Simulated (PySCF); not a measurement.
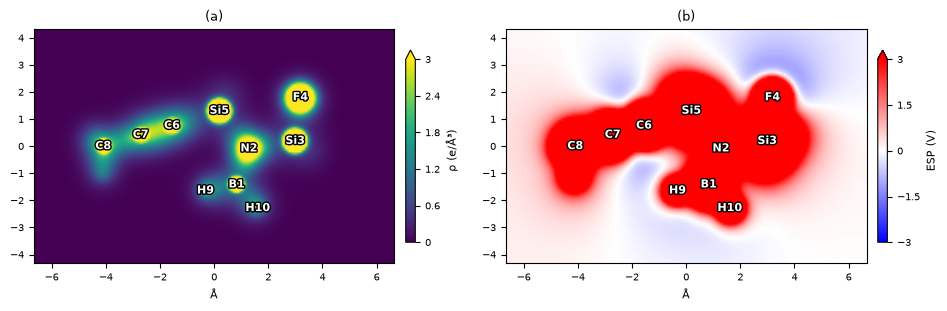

The picture shows: C3H9BFNSi2. (a) electron density; (b) electrostatic potential on the plane of atoms N2, B1 and H9.

Geometry: GFN2-xTB.

Level of theory: CAM-B3LYP/def2-SVPD, SCF density, gas phase in PySCF.

```json
{"atom": "B", "x (Å)": "-1.2634", "y (Å)": "1.3169", "z (Å)": "-0.1699"}
{"atom": "N", "x (Å)": "-1.5092", "y (Å)": "-0.0437", "z (Å)": "0.0869"}
{"atom": "Si", "x (Å)": "-3.1421", "y (Å)": "-0.6326", "z (Å)": "-0.0401"}
{"atom": "F", "x (Å)": "-3.1010", "y (Å)": "-2.1940", "z (Å)": "0.3552"}
{"atom": "Si", "x (Å)": "-0.2356", "y (Å)": "-1.1977", "z (Å)": "0.5320"}
{"atom": "C", "x (Å)": "1.4003", "y (Å)": "-0.3535", "z (Å)": "0.5496"}
{"atom": "C", "x (Å)": "2.4842", "y (Å)": "0.1730", "z (Å)": "0.5689"}
{"atom": "C", "x (Å)": "3.7775", "y (Å)": "0.8185", "z (Å)": "0.5915"}
{"atom": "H", "x (Å)": "-0.1753", "y (Å)": "1.7391", "z (Å)": "-0.0966"}
{"atom": "H", "x (Å)": "-2.1643", "y (Å)": "2.0134", "z (Å)": "-0.4585"}
{"atom": "H", "x (Å)": "-4.0119", "y (Å)": "-0.0298", "z (Å)": "0.9568"}
{"atom": "H", "x (Å)": "-3.6136", "y (Å)": "-0.6143", "z (Å)": "-1.4164"}
{"atom": "H", "x (Å)": "-0.2334", "y (Å)": "-2.2491", "z (Å)": "-0.4919"}
{"atom": "H", "x (Å)": "-0.5521", "y (Å)": "-1.6892", "z (Å)": "1.8781"}
{"atom": "H", "x (Å)": "4.1408", "y (Å)": "0.8885", "z (Å)": "1.6167"}
{"atom": "H", "x (Å)": "3.6995", "y (Å)": "1.8225", "z (Å)": "0.1745"}
{"atom": "H", "x (Å)": "4.4925", "y (Å)": "0.2440", "z (Å)": "0.0027"}
```

**Interpret the plot.**

The plane passes through B, N, Si, F, C and H nuclei.
C–C (1.21 Å): ρ at the midpoint is about 2.7 e/Å³.
B–N (1.41 Å): ρ at the midpoint is about 1.9 e/Å³.
Si–F (1.61 Å): the density is about 1 e/Å³ at the midpoint.
Si–N (1.74 Å): ρ at the midpoint is about 1.1 e/Å³.
C–Si (1.84 Å): the density is about 0.96 e/Å³ at the midpoint.
Outside the dense part of the molecule the potential is most negative (−1.0 V) near F4.
